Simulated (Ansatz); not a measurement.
# One shape, several levels: SiH3Cl (chlorosilane)

We compute a comparison of 6 runs (BHLYP/STO-3G, HSE06/STO-3G, PBE/STO-3G, SVWN5/STO-3G, RPA@PBE/STO-3G, UMP2/STO-3G) of SiH3Cl (chlorosilane). 

The results are computed with Ansatz 0.2.0.

53 further runs of the same task are left out: 4 that didn't finish, 49 set aside as unsound or not needed.

**1. The system as given**

SiH3Cl: 5 atoms, total charge 0, spin state singlet. SMILES: `[SiH3]Cl`. The H4–Si1 distance was set to 2.961 Å, away from the relaxed value. At this shape a bond of the SMILES string is far longer than usual.

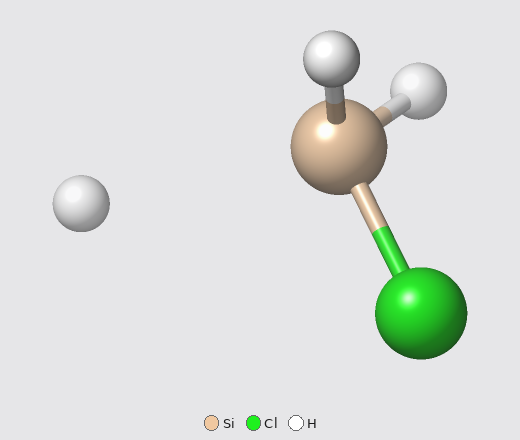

The structure, seen from a chosen angle (silicon light orange, chlorine green, hydrogen white).

**2. The energy at BHLYP/STO-3G (run 1)**

Input file run.yaml:

```yaml
basis:
  gaussian:
    orbitals: STO-3G
crystal:
  periodic: [false, false, false]
  atoms:
    - symbol: Si
      position_ang: [0.310693, 0.622890, 1.253078]
    - symbol: Cl
      position_ang: [2.260993, 0.090790, 1.613878]
    - symbol: H
      position_ang: [-0.528207, 0.115990, 2.363078]
    - symbol: H
      position_ang: [-0.534700, -0.585700, -1.314900]
    - symbol: H
      position_ang: [0.231893, 2.099690, 1.179278]
hamiltonian:
  xc: {name: BHLYP}
accuracy: high
```

Started as:

```
$ ansatz run run.yaml --threads 1 --pin off --max-ram 2610MiB --events-out events.jsonl --progress --plain --runs-dir runs
```

Standard output:

```text
Warning: RAYON_NUM_THREADS=1 ignored (pool sized by the plan → 1); use --threads N
Functional definition: BHLYP
  name "BHLYP"
  parameter a = 0.5
  exchange = (1 - a)*b88_x + a*exact_x
  correlation = lyp_c
363 factors; integrals over basis functions are off by at most 1.1e-8 eV
mean field evaluation 1: about -20209.3621 eV, gradient 2.6e1 eV
mean field evaluation 2: about -20205.6205 eV, gradient 2.7e1 eV
mean field evaluation 4: about -20216.1345 eV, gradient 2.4e0 eV
mean field evaluation 8: about -20216.1475 eV, gradient 1.3e-1 eV
mean field evaluation 16: about -20216.1476 eV, gradient 2.3e-6 eV
mean field -20216.14761562 eV, -742.9297218769 hartree, gradient 3.2e-8 eV, S^2 0.000000; 0 other end points of the search recorded, 0 dependent functions left out
reference -20216.14763558 eV, -742.9297226105 hartree; 17, 17 occupied and 4, 4 virtual orbitals, 363 factors
Total energy: -20216.14763558 eV, -742.9297226105 hartree
```

It took 1.2 s on 1 thread of Arm Neoverse V1, shared host; peak memory 0.095 GiB.

**3. A single-point energy at HSE06/STO-3G (run 2)**

Input file molecule.yaml:

```yaml
basis:
  gaussian:
    orbitals: STO-3G
crystal:
  periodic: [false, false, false]
  atoms:
    - {symbol: Si, position_ang: [0.310693, 0.622890, 1.253078]}
    - {symbol: Cl, position_ang: [2.260993, 0.090790, 1.613878]}
    - {symbol: H, position_ang: [-0.528207, 0.115990, 2.363078]}
    - {symbol: H, position_ang: [-0.534700, -0.585700, -1.314900]}
    - {symbol: H, position_ang: [0.231893, 2.099690, 1.179278]}
magnetization:
  spin_polarized: false
hamiltonian:
  xc: {name: HSE06}
accuracy: high
```

Started as:

```
$ ansatz run molecule.yaml --threads 1 --pin off --max-ram 2610MiB --events-out events.jsonl --progress --plain --runs-dir runs
```

Standard output:

```text
Warning: RAYON_NUM_THREADS=1 ignored (pool sized by the plan → 1); use --threads N
Functional definition: HSE06
  name "HSE06"
  parameter a = 0.25
  parameter omega = 0.11/bohr
  exchange = pbe_x - a*pbe_x_sr(omega) + a*exact_x_sr(omega)
  correlation = pbe_c
363 factors; integrals over basis functions are off by at most 1.1e-8 eV
61 factors; integrals over basis functions are off by at most 1.4e-9 eV
mean field evaluation 1: about -20201.2546 eV, gradient 2.9e1 eV
mean field evaluation 2: about -20194.8118 eV, gradient 3.3e1 eV
mean field evaluation 4: about -20207.5921 eV, gradient 1.3e1 eV
mean field evaluation 8: about -20208.9035 eV, gradient 1.8e0 eV
mean field evaluation 16: about -20208.8936 eV, gradient 4.4e-4 eV
mean field -20208.89357266 eV, -742.6631407150 hartree, gradient 1.7e-9 eV, S^2 0.000000; 0 other end points of the search recorded, 0 dependent functions left out
reference -20208.89357457 eV, -742.6631407853 hartree; 17, 17 occupied and 4, 4 virtual orbitals, 363 factors
Total energy: -20208.89357457 eV, -742.6631407853 hartree
```

Run time: 1.4 s. Hardware: 1 thread of Arm Neoverse V1, shared host; peak memory 0.097 GiB.

Runs 3 to 5 aren't shown in full; the table further down has their settings and results.

**4. A single-point energy at UMP2/STO-3G (run 6)**

Input file input.yaml:

```yaml
crystal:
  periodic: [false, false, false]
  atoms:
    - {symbol: Si, position_ang: [0.310693, 0.622890, 1.253078]}
    - {symbol: Cl, position_ang: [2.260993, 0.090790, 1.613878]}
    - {symbol: H, position_ang: [-0.528207, 0.115990, 2.363078]}
    - {symbol: H, position_ang: [-0.534700, -0.585700, -1.314900]}
    - {symbol: H, position_ang: [0.231893, 2.099690, 1.179278]}
basis:
  gaussian: {orbitals: STO-3G}
magnetization: {spin_polarized: true}
correlation: {method: mp2, frozen_orbitals: {Cl: 5, H: 0, Si: 5}}
accuracy: high
```

Started as:

```
$ ansatz run input.yaml --threads 1 --pin off --max-ram 2610MiB --events-out events.jsonl --progress --plain --runs-dir runs
```

Standard output, shortened:

```text
Warning: RAYON_NUM_THREADS=1 ignored (pool sized by the plan → 1); use --threads N
Functional definition: HF
  name "HF"
[...]
363 factors; integrals over basis functions are off by at most 1.1e-8 eV
[...]
mean field -20185.73665372 eV, -741.8121396405 hartree, gradient 2.3e-8 eV, S^2 0.965628; 6 other end points of the search recorded, 0 dependent functions left out
10 core orbitals not correlated: weight in the atoms' cores, before any rotation towards them, 1.000 or more for the frozen orbitals, at most 0.000 for the correlated occupied ones
reference -20185.73665372 eV, -741.8121396405 hartree; 7, 7 occupied and 4, 4 virtual orbitals, 363 factors
second order -0.92983284 eV of doubles, -0.00000000 eV of singles
Total energy: -20186.66648656 eV, -741.8463103672 hartree
```

It took 0.39 s on 1 thread of Arm Neoverse V1, shared host.

**5. All runs side by side**

| run | level | frozen core orbitals | energy (Eh) | wall time |
| --- | --- | --- | --- | --- |
| 1 | BHLYP/STO-3G | – | -742.929723 | 1.2 s |
| 2 | HSE06/STO-3G | – | -742.663141 | 1.4 s |
| 3 | PBE/STO-3G | – | -742.581146 | 1.3 s |
| 4 | SVWN5/STO-3G | – | -740.195532 | 0.78 s |
| 5 | RPA@PBE/STO-3G | 10 | -741.875704 | 1.9 s |
| 6 | UMP2/STO-3G | 10 | -741.846310 | 0.39 s |

**6. What came out**

| quantity | value |
| --- | --- |
| run 6: total energy | -741.84631 Eh |
| run 6: correlation energy (10 core orbitals frozen) | -34.2 mEh |
| run 6: ⟨S²⟩ of the reference determinant | 0.966 |

**Reading.** Totals of different functionals can't be ranked against each other. In run 5 the log says that unrestricted orbitals would lower the reference, so the values rest on an unstable closed-shell determinant (other closed-shell runs at this shape may share the fault). In runs 1, 2, 3, 4, 5, 6 the basis is minimal, so the values are rough. In runs 1, 2, 3, 4, 5 a closed-shell determinant meets a far-stretched bond, which it describes badly. Spin contamination of the reference: run 6 ⟨S²⟩ = 0.97. Where it is this large, the reference is a mixture of spin states, and values that rest on it are in doubt. All runs together took 7 s, the longest 1.9 s.
